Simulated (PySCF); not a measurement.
## Electronic structure of Te₂ (charge +1, doublet) in real space

```xyz
2

Te    0.0000    0.0000   -1.2565
Te    0.0000    0.0000    1.2565
```

Core potentials replace the inner electrons of Te.

Level of theory: PBE0/cc-pVDZ(-PP), non-relativistic Hamiltonian with scalar-relativistic core potentials where named, at a bond length of 2.513 Å (PySCF 2.14.0).

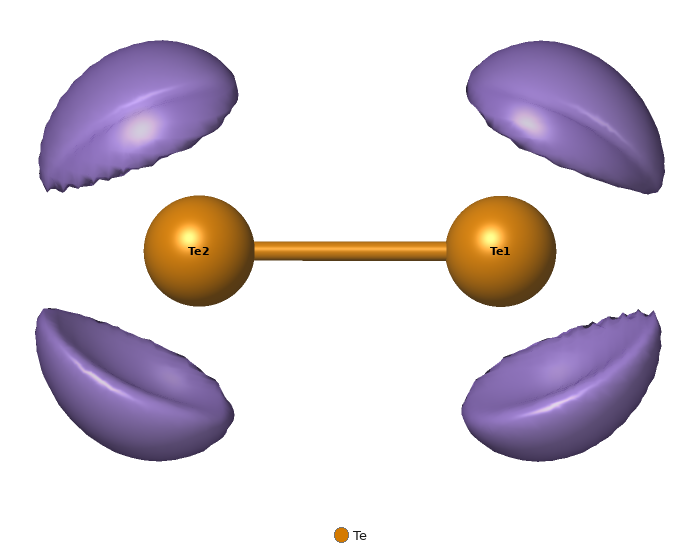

Figure 1. Isosurface of the ELF at 0.8 (purple), seen from one side. Core shells and regions of very low density are left out.

> What do the ELF domains correspond to?

The ELF exceeds this value in four lobes on Te, pointing away from the bonds (non-bonding electrons). Profiles from the grid: Te–Te (2.51 Å): the ELF peaks at about 0.65 between the atoms.

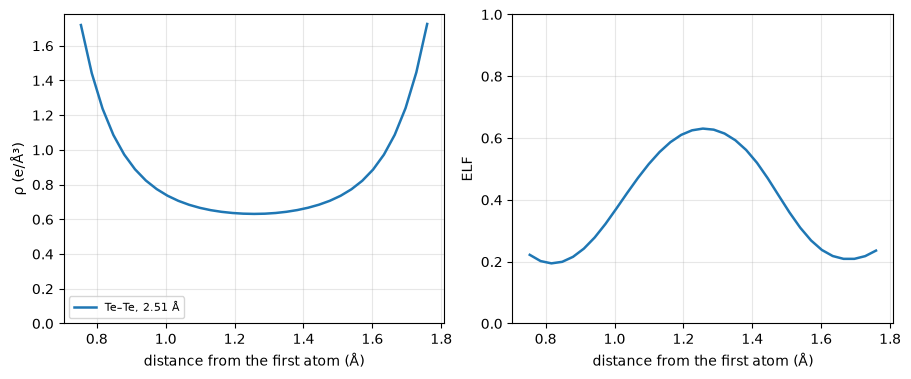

Figure 2. Electron density and ELF along straight lines between neighbouring atoms. The curves leave out the atomic cores.

> What can be read from the curves?

Te–Te (2.51 Å): the density is about 0.63 e/Å³ at the midpoint; the ELF peaks at about 0.65 between the atoms.
